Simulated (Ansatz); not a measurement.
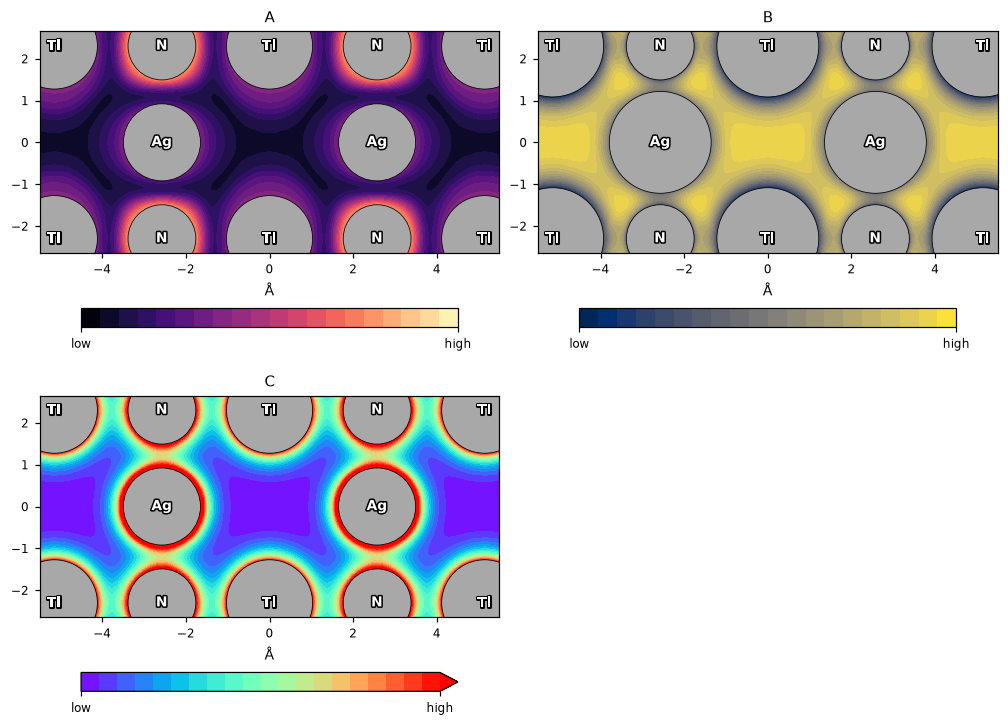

TlAgN: 3 fields on the (11̄0) plane of the conventional cell, with unlabelled colour scales. Grey discs cover the atomic cores.

Space group P4/mmm; a structure generated by program, which may or may not match a known phase; computed without spin polarisation.

All numbers below come from DFT PBE, scalar-relativistic, plane waves, PAW in Ansatz 0.2.0.

```cif
data_structure
_symmetry_space_group_name_H-M 'P 1'
_symmetry_Int_Tables_number 1
_cell_length_a 3.2566
_cell_length_b 3.2566
_cell_length_c 5.1445
_cell_angle_alpha 90.000
_cell_angle_beta 90.000
_cell_angle_gamma 90.000
_cell_volume 54.56
loop_
_atom_site_label
_atom_site_type_symbol
_atom_site_fract_x
_atom_site_fract_y
_atom_site_fract_z
_atom_site_occupancy
Tl1 Tl 0.50000 0.50000 0.50000 1
Ag1 Ag 0.00000 0.00000 0.00000 1
N1 N 0.50000 0.50000 0.00000 1
```

### Match the panels to the quantities (electron localisation function, electrostatic potential energy of an electron and valence pseudo-density).

Panel A: electron localisation function. Panel B: electrostatic potential energy of an electron (low next to the atoms, rising into the space between them). Panel C: valence pseudo-density. From the grid: Ag–N (2.30 Å): the density is about 0.45 e/Å³ at the midpoint; the ELF peaks at about 0.80 in the valence shell of N, 0.6 Å from its nucleus, and drops to about 0.15 between the two atoms. Tl–N (2.57 Å): the density is about 0.31 e/Å³ at the midpoint; the ELF is about 0.20 at the midpoint (no localised pair shows between them).
